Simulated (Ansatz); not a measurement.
```yaml
atoms:
  - { symbol: Si, position_ang: [-0.5297, 1.4458, 1.0233] }
  - { symbol: F, position_ang: [-1.3708, 2.1771, -0.1825] }
  - { symbol: O, position_ang: [-0.6388, -0.1712, 0.8156] }
  - { symbol: Si, position_ang: [-0.0443, -1.6442, 1.2986] }
  - { symbol: H, position_ang: [-1.1809, 1.8363, 2.2983] }
  - { symbol: H, position_ang: [0.8838, 1.8960, 0.9616] }
  - { symbol: H, position_ang: [0.1604, 1.4627, -1.5808] }
  - { symbol: Si, position_ang: [0.4953, 0.1559, -2.0987] }
  - { symbol: H, position_ang: [1.4250, -1.5647, 1.5264] }
  - { symbol: H, position_ang: [-0.7073, -2.0529, 2.5664] }
  - { symbol: H, position_ang: [-0.3385, -2.6381, 0.2370] }
  - { symbol: H, position_ang: [-0.7301, -0.6850, -2.1845] }
  - { symbol: H, position_ang: [1.4966, -0.5144, -1.2176] }
  - { symbol: H, position_ang: [1.0791, 0.2967, -3.4632] }
```

Not at a stationary point (largest force 1.2 eV/Å).

All numbers below come from UKS r2SCAN/6-31G* (Ansatz).

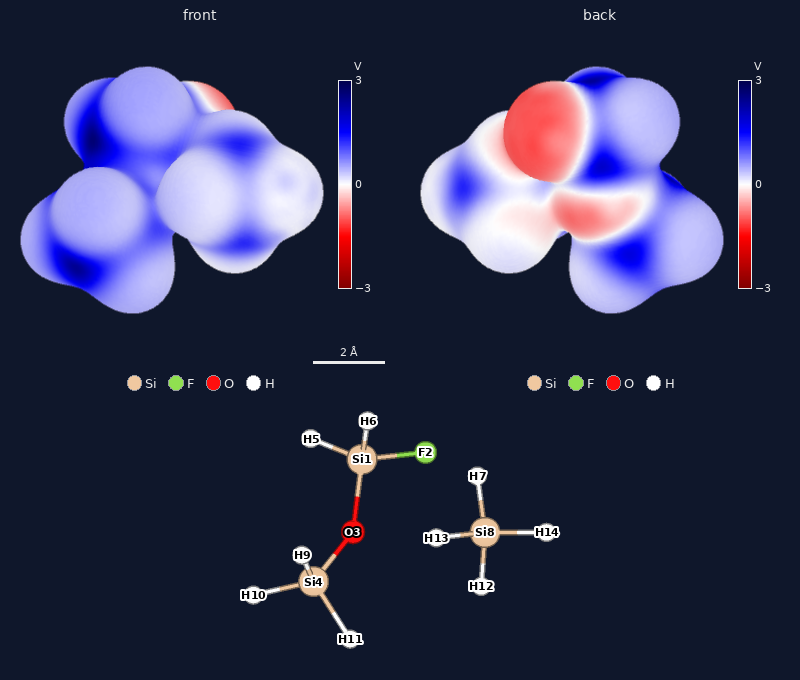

FH5OSi2···SiH4. The electrostatic potential painted on the density surface at 0.004 e/bohr³, seen from the front and from behind; the colour scale runs from red (negative) to blue (positive). The bare structure is drawn below in the same view.

### Which sites attract a positive test charge, and which a negative one?

A positive charge is drawn to the negative regions and a negative charge to the positive ones. The most negative region (about −1.0 V) lies over F2, the most positive (about +2.4 V) over Si1 and Si4.
